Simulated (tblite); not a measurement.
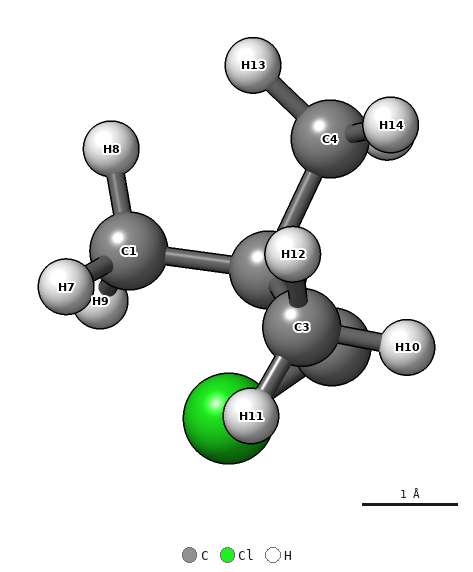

The structure as given in the input (ball-and-stick view, seen at a tilt; atoms are numbered from 1 in the order of the input).

**C5H9Cl: geometry relaxation**

System: C5H9Cl, multiplicity 3, SMILES CC(C)(C)[C]Cl.
Method: GFN2-xTB geometry optimisation, gas phase (tblite 0.8.0).

The input
```
{"job": {"kind": "relax", "xc": "GFN2-xTB", "basis": "xTB"}, "charge": 0, "multiplicity": 3}
C      1.119300    -0.310500     0.760500
C      0.037400     0.145100    -0.176700
C     -0.985700     1.050100     0.436200
C     -0.714800    -1.099300    -0.631600
C      0.554600     0.811200    -1.403400
Cl     2.284000     1.147400    -1.402300
H      1.083000     0.117600     1.769800
H      1.120000    -1.420600     0.792400
H      2.109900    -0.033200     0.347600
H     -1.620400     1.404800    -0.426200
H     -0.568200     1.921700     0.961100
H     -1.694200     0.456000     1.075100
H     -0.440900    -1.950100     0.054300
H     -1.801500    -0.969800    -0.503000
H     -0.487100    -1.262300    -1.675600
```

The first line tells a small driver script what to run in tblite; the rest is the geometry in Å.

Launch command:
```bash
OMP_NUM_THREADS=1 python <driver script> task.json out
```

Output
```
step      E/eV     max force
  0    -534.67111    3.060
  1    -535.01174    1.771
  2    -535.15782    1.258
  3    -535.23870    1.215
  4    -535.37454    0.722
  5    -535.39853    0.624
  6    -535.42511    0.343
  7    -535.44272    0.367
  8    -535.45706    0.361
  9    -535.46855    0.290
 10    -535.48087    0.315
 11    -535.49317    0.412
 12    -535.50495    0.303
 13    -535.51418    0.185
 14    -535.52060    0.154
 15    -535.52483    0.208
 16    -535.52728    0.134
 17    -535.52887    0.103
 18    -535.53044    0.091
 19    -535.53223    0.137
 20    -535.53401    0.117
 21    -535.53559    0.116
 22    -535.53724    0.101
 23    -535.53942    0.152
 24    -535.54203    0.179
 25    -535.54462    0.149
 26    -535.54719    0.161
 27    -535.55045    0.145
 28    -535.55519    0.265
 29    -535.56135    0.302
 30    -535.56807    0.230
 31    -535.57528    0.285
 32    -535.58578    0.324
 33    -535.57904    0.734
 34    -535.61305    0.517
 35    -535.62827    0.369
 36    -535.64147    0.734
 37    -535.65343    0.280
 38    -535.65964    0.219
 39    -535.66647    0.330
 40    -535.67473    0.410
 41    -535.69416    0.344
 42    -535.70358    0.210
 43    -535.71112    0.190
 44    -535.71857    0.174
 45    -535.72367    0.154
 46    -535.72830    0.160
 47    -535.73169    0.139
 48    -535.73468    0.127
 49    -535.73617    0.122
 50    -535.73812    0.118
 51    -535.74056    0.123
 52    -535.74336    0.124
 53    -535.74587    0.130
 54    -535.74791    0.143
 55    -535.75097    0.196
 56    -535.75652    0.256
 57    -535.76423    0.251
 58    -535.77034    0.207
 59    -535.77729    0.215
 60    -535.78416    0.218
 61    -535.78596    0.315
 62    -535.79226    0.161
 63    -535.79455    0.153
 64    -535.79694    0.104
 65    -535.79921    0.126
 66    -535.80159    0.134
 67    -535.80377    0.120
 68    -535.80610    0.143
 69    -535.80851    0.114
 70    -535.81155    0.123
 71    -535.81406    0.106
 72    -535.81640    0.092
 73    -535.81787    0.075
 74    -535.81888    0.074
 75    -535.81975    0.084
 76    -535.82057    0.066
 77    -535.82111    0.042
 78    -535.82138    0.037
 79    -535.82156    0.029
 80    -535.82175    0.036
 81    -535.82203    0.046
 82    -535.82245    0.059
 83    -535.82306    0.072
 84    -535.82391    0.080
 85    -535.82497    0.092
 86    -535.82612    0.076
 87    -535.82712    0.065
 88    -535.82775    0.071
 89    -535.82806    0.038
 90    -535.82823    0.034
 91    -535.82834    0.028
 92    -535.82847    0.026
 93    -535.82858    0.028
 94    -535.82872    0.027
 95    -535.82882    0.022
 96    -535.82890    0.022
 97    -535.82897    0.017
 98    -535.82904    0.017
 99    -535.82907    0.017
100    -535.82912    0.016
101    -535.82915    0.012
102    -535.82919    0.010
```

Trajectory as extended XYZ (Å, eV, eV/Å), 7 of the 103 frames kept, from step=0 to step=102
```
15
Properties=species:S:1:pos:R:3:forces:R:3 step=0 energy=-534.67111
C     1.1193   -0.3105    0.7605    1.9270  -0.5980   0.6100
C     0.0374    0.1451   -0.1767   -0.6260  -0.1620  -0.7430
C    -0.9857    1.0501    0.4362   -1.9710   0.7620   0.0520
C    -0.7148   -1.0993   -0.6316   -0.9240  -1.1360   0.6250
C     0.5546    0.8112   -1.4034    2.9270   0.2660   0.8500
Cl    2.2840    1.1474   -1.4023   -1.6490   0.4480  -1.3280
H     1.0830    0.1176    1.7698   -0.3610  -0.1860  -0.3190
H     1.1200   -1.4206    0.7924    0.1710   0.8170   0.4530
H     2.1099   -0.0332    0.3476   -0.5300  -0.3700   0.7160
H    -1.6204    1.4048   -0.4262    0.4900   0.0290   0.9640
H    -0.5682    1.9217    0.9611   -0.2160  -0.4530  -0.1450
H    -1.6942    0.4560    1.0751    0.8570   0.7600  -0.1280
H    -0.4409   -1.9501    0.0543   -0.3920   0.5340  -1.2270
H    -1.8015   -0.9698   -0.5030    0.3700  -0.0830  -0.3850
H    -0.4871   -1.2623   -1.6756   -0.0720  -0.6280   0.0060
15
Properties=species:S:1:pos:R:3:forces:R:3 step=17 energy=-535.52887
C     1.1342   -0.3171    0.8483   -0.0810   0.0130  -0.0630
C     0.0483    0.0805   -0.1936   -0.0210   0.0110  -0.0180
C    -0.9622    1.0534    0.4596    0.0510  -0.0170   0.0000
C    -0.7467   -1.1536   -0.7081    0.0280   0.0230   0.0180
C     0.6336    0.7550   -1.3633    0.0590  -0.0360  -0.0070
Cl    2.1369    1.3267   -1.7178    0.0320   0.0320   0.0190
H     0.9182    0.1579    1.8030    0.0180  -0.0270  -0.0350
H     1.1533   -1.3934    0.9985    0.0150   0.0290  -0.0320
H     2.1281   -0.0058    0.5343   -0.0600  -0.0050   0.0060
H    -1.6207    1.4544   -0.3085   -0.0320  -0.0170   0.0930
H    -0.4394    1.8811    0.9329   -0.0180   0.0160  -0.0160
H    -1.5546    0.5296    1.2073    0.0230   0.0370   0.0030
H    -0.5508   -2.0282   -0.0950   -0.0630   0.0080   0.0260
H    -1.8128   -0.9435   -0.6858    0.0290  -0.0550  -0.0490
H    -0.4699   -1.3890   -1.7336    0.0190  -0.0110   0.0550
15
Properties=species:S:1:pos:R:3:forces:R:3 step=34 energy=-535.61305
C     1.1169   -0.3628    0.7810    0.1230  -0.0530   0.0640
C     0.0314    0.0510   -0.2307   -0.0350   0.3260  -0.4000
C    -0.9132    1.0633    0.4629    0.0420   0.0570  -0.0630
C    -0.7816   -1.1736   -0.7069    0.1140   0.1420   0.2060
C     0.6507    0.7111   -1.4061   -0.0570  -0.2130   0.0870
Cl    2.0383    1.6006   -1.5296   -0.1020   0.0330  -0.0320
H     0.8580   -0.0116    1.7653   -0.1770   0.0260   0.3590
H     1.2444   -1.4293    0.8163   -0.0680  -0.4560  -0.0430
H     2.0869    0.0478    0.5597    0.2840   0.2620  -0.2310
H    -1.7442    1.3589   -0.1733    0.0560  -0.1140  -0.0810
H    -0.3592    1.9642    0.7160    0.0300  -0.0070   0.0710
H    -1.3057    0.6223    1.3720   -0.1180  -0.0350   0.0840
H    -0.8919   -1.8694    0.1182   -0.2400   0.0240   0.0960
H    -1.7578   -0.8579   -1.0627    0.0140  -0.0680  -0.0010
H    -0.2773   -1.7067   -1.5040    0.1350   0.0760  -0.1160
15
Properties=species:S:1:pos:R:3:forces:R:3 step=51 energy=-535.74056
C     1.1583   -0.4520    0.7922   -0.0450   0.0110  -0.0720
C     0.0745    0.0275   -0.2098   -0.0660  -0.0580  -0.0860
C    -0.8371    1.0825    0.4512   -0.0250   0.0300   0.0200
C    -0.7966   -1.1525   -0.6646   -0.0500  -0.0620  -0.0110
C     0.7050    0.5891   -1.4138    0.0180   0.0260  -0.0330
Cl    1.6517    1.9318   -1.5751    0.0210   0.0200   0.0060
H     0.8037   -0.3352    1.8141    0.0100  -0.0780  -0.0440
H     1.3932   -1.4991    0.6119    0.0320   0.0790   0.0200
H     2.0708    0.1293    0.6769   -0.0420   0.0060   0.0550
H    -1.7083    1.2801   -0.1686    0.0540   0.0150  -0.0490
H    -0.3049    2.0155    0.6058    0.0740   0.0420   0.0350
H    -1.1792    0.7126    1.4134   -0.0540  -0.0210   0.0450
H    -1.3324   -1.5860    0.1766    0.0510   0.0190   0.0190
H    -1.5215   -0.8168   -1.4041    0.0120  -0.0030   0.0620
H    -0.1814   -1.9190   -1.1281    0.0100  -0.0230   0.0310
15
Properties=species:S:1:pos:R:3:forces:R:3 step=68 energy=-535.80610
C     1.1474   -0.4552    0.7647   -0.0440   0.0310  -0.0230
C     0.0738    0.0146   -0.2415   -0.0480  -0.0550   0.0060
C    -0.7804    1.1189    0.4191    0.0450  -0.0190  -0.0340
C    -0.8109   -1.1889   -0.5954   -0.0650  -0.0090   0.0100
C     0.6946    0.5499   -1.4627    0.0440  -0.0030   0.0080
Cl    1.5013    1.9799   -1.6549    0.0130  -0.0450  -0.0240
H     0.6582   -0.6937    1.7039    0.0320  -0.0740   0.0820
H     1.6656   -1.3349    0.3978   -0.0100  -0.0490  -0.0450
H     1.8847    0.3196    0.9407    0.0290   0.1380   0.0220
H    -1.4720    1.5470   -0.3000   -0.1000  -0.0550   0.0000
H    -0.1406    1.9160    0.7836    0.0650   0.0500   0.0450
H    -1.3346    0.7030    1.2576   -0.0320   0.0180  -0.0360
H    -1.3470   -1.5191    0.2921    0.0590  -0.0560  -0.0150
H    -1.5438   -0.9417   -1.3582    0.0260   0.1190  -0.0120
H    -0.2007   -2.0072   -0.9687   -0.0120   0.0090   0.0170
15
Properties=species:S:1:pos:R:3:forces:R:3 step=85 energy=-535.82497
C     1.1501   -0.4366    0.7744   -0.0140   0.0150   0.0230
C     0.0680    0.0115   -0.2297   -0.0650   0.0110   0.0200
C    -0.7998    1.1135    0.4161    0.0050   0.0430   0.0150
C    -0.8243   -1.1800   -0.5983   -0.0370  -0.0240   0.0230
C     0.7016    0.5228   -1.4555   -0.0010   0.0380  -0.0030
Cl    1.6367    1.8698   -1.6540    0.0010  -0.0190   0.0040
H     0.6822   -0.7357    1.7107    0.0020  -0.0380  -0.0350
H     1.7123   -1.2768    0.3727    0.0040   0.0520   0.0330
H     1.8332    0.3854    0.9793    0.0140  -0.0460  -0.0150
H    -1.5211    1.4984   -0.3023   -0.0060  -0.0470   0.0520
H    -0.1776    1.9394    0.7526    0.0290   0.0060  -0.0160
H    -1.3310    0.7096    1.2779    0.0120   0.0060  -0.0910
H    -1.2884   -1.5910    0.2965    0.0390   0.0060  -0.0370
H    -1.6093   -0.8647   -1.2821    0.0370  -0.0160   0.0130
H    -0.2369   -1.9576   -1.0803   -0.0210   0.0120   0.0150
15
Properties=species:S:1:pos:R:3:forces:R:3 step=102 energy=-535.82919
C     1.1447   -0.4377    0.7694   -0.0040   0.0060  -0.0060
C     0.0605    0.0175   -0.2299   -0.0080  -0.0020  -0.0020
C    -0.8004    1.1229    0.4159    0.0000   0.0020  -0.0030
C    -0.8309   -1.1759   -0.5942    0.0010  -0.0010   0.0030
C     0.6928    0.5308   -1.4564   -0.0070   0.0010   0.0000
Cl    1.6894    1.8343   -1.6379    0.0080   0.0000  -0.0010
H     0.6745   -0.8294    1.6688   -0.0010  -0.0010  -0.0020
H     1.7616   -1.2159    0.3281    0.0020  -0.0100   0.0020
H     1.7835    0.3982    1.0433    0.0010   0.0090   0.0000
H    -1.5674    1.4576   -0.2778   -0.0040   0.0010   0.0030
H    -0.1821    1.9750    0.6877    0.0010  -0.0010   0.0070
H    -1.2821    0.7373    1.3118    0.0040  -0.0010  -0.0020
H    -1.2919   -1.5843    0.3016   -0.0020   0.0010  -0.0010
H    -1.6141   -0.8676   -1.2813    0.0030   0.0030   0.0000
H    -0.2425   -1.9548   -1.0711    0.0060  -0.0060   0.0020
```

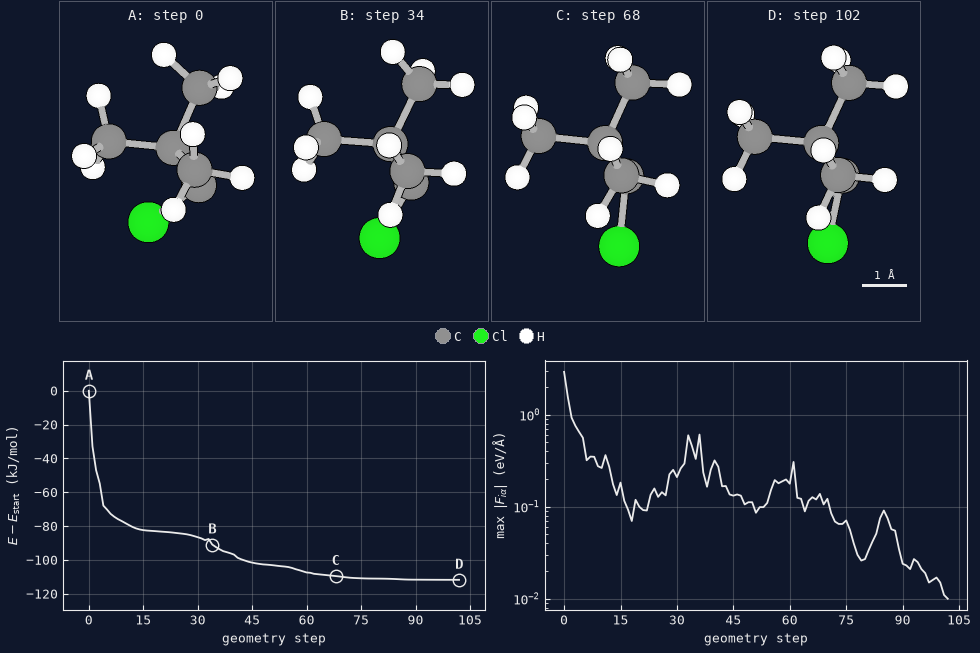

Frames of the relaxation (ball-and-stick view, seen at a tilt) above the curves, on which the letters mark them (steps are counted from 0).

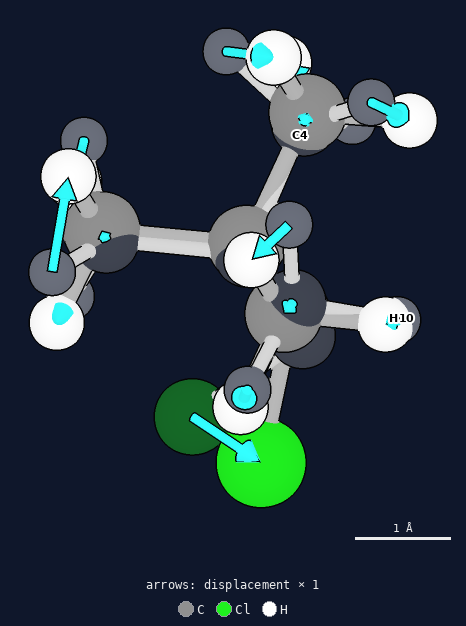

Start (faint) and end (solid) with the displacements as teal arrows, at true length (ball-and-stick view, seen at a tilt). The two geometries are laid on each other by the best rigid fit. H7 moves most after the best rigid fit: 1.03 Å. By element the largest moves are H 1.03 Å, Cl 0.95 Å, C 0.31 Å. Among the contacts that change: C5–Cl6 1.762 → 1.651 Å, C3–H10 1.128 → 1.087 Å, C1–C2 1.502 → 1.543 Å, C3–H12 1.124 → 1.088 Å. Among the angles that change: C2–C5–Cl6 115.2° → 128.8°, H13–C4–H15 115.0° → 108.8°, C2–C1–H7 115.6° → 109.8°. After 102 geometry steps the energy has fallen by 111.7 kJ/mol. Largest force component: 2.9 eV/Å at the start, 0.01 eV/Å at the end. (Atoms are counted from 1 in the order of the input.)

Summary

- outcome: converged
- total energy: −535.8292 eV
- hardware: 1 CPU thread, shared host
- peak memory: 0.18 GiB
